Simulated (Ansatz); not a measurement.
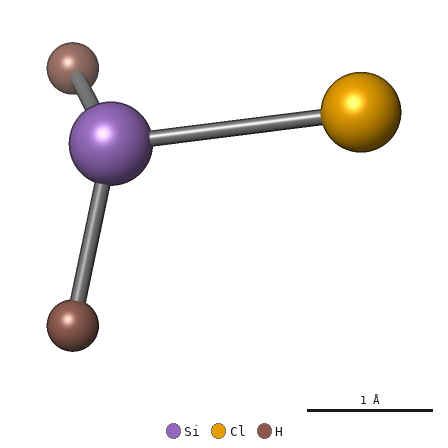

The picture shows a molecular structure as a ball-and-stick model. Every bond is drawn as one stick, whatever its order.

State: neutral, doublet. The computed structure is the end point of a PBE0-D4/def2-TZVP optimisation.

Describe the molecule.

Formula ClH2Si. The point group is Cs. It is an open-shell species. Coordination: 1 Si trigonal pyramidal.

The parts below concern this one geometry. Atoms keep their numbers from picture to picture.

Geometry

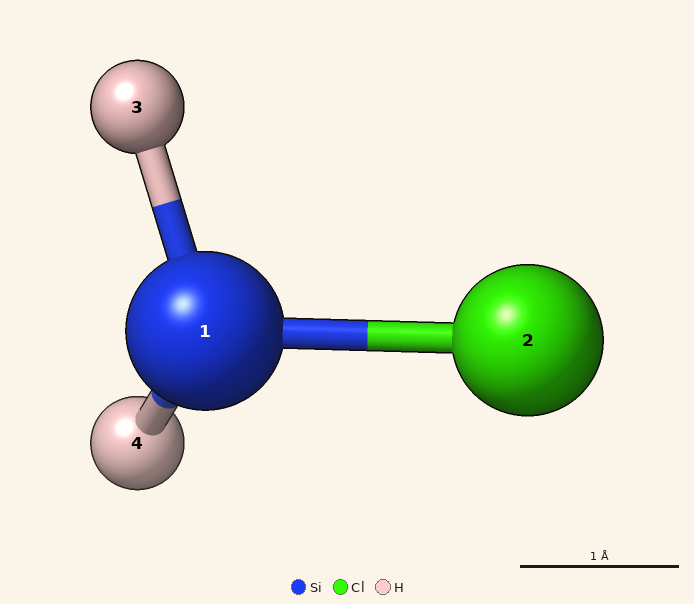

Which atoms are bonded, and how long are the bonds?

| bond | length (Å) |
| --- | --- |
| Si1–Cl2 | 2.053 |
| Si1–H3 | 1.487 |
| Si1–H4 | 1.487 |

Electronic properties

Properties computed with UHF-CCSD(T), frozen core/def2-TZVPP (Ansatz 0.2.0).

Predict the main results.

- ⟨S²⟩ of the determinant: 0.755
- T1 diagnostic: 0.013

Dipole moment

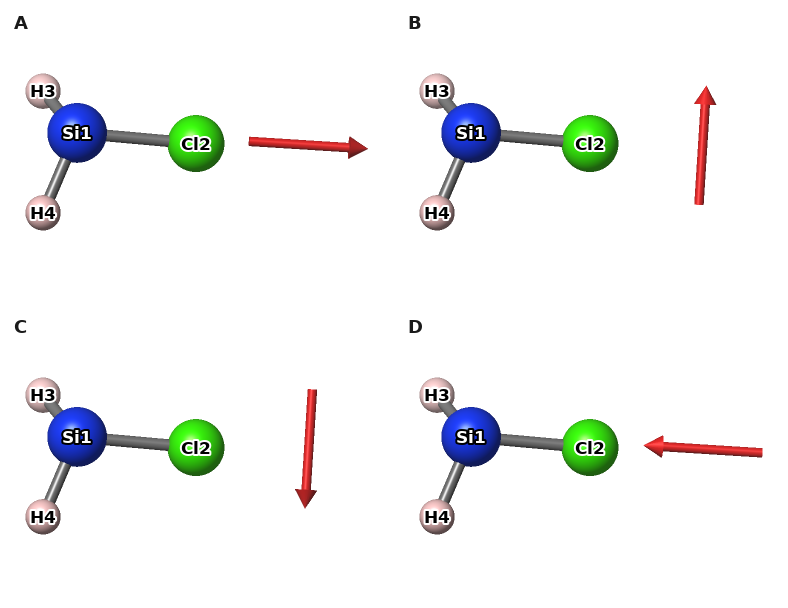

The same molecule four times, each with an arrow. Properties computed with UKS PBE0-D4/def2-TZVP (Ansatz 0.2.0).

> Which arrow points along the dipole moment, from the negative to the positive end?

D. The dipole moment is 1.12 D; it points from the side of Cl2 to the side of H3, H4 (the outermost atoms at the two ends).

Charges

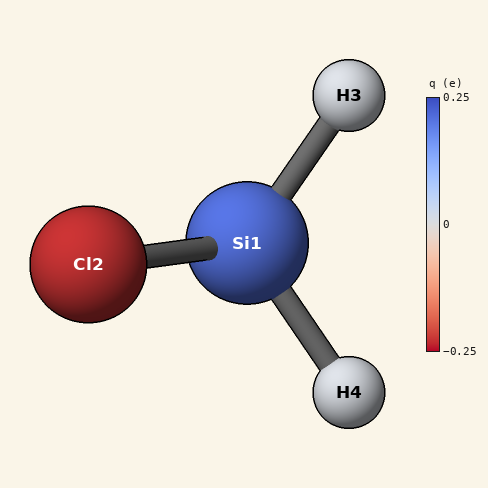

Atoms are coloured by their Mulliken charges. Method: UKS PBE0-D4/def2-TZVP (Ansatz 0.2.0).

List the Mulliken charges.

| atom | value (e) |
| --- | --- |
| Si1 | 0.21 |
| Cl2 | −0.22 |
| H3 | 0.01 |
| H4 | 0.01 |

Mulliken values depend strongly on the basis set and can even reverse the polarity of a bond.
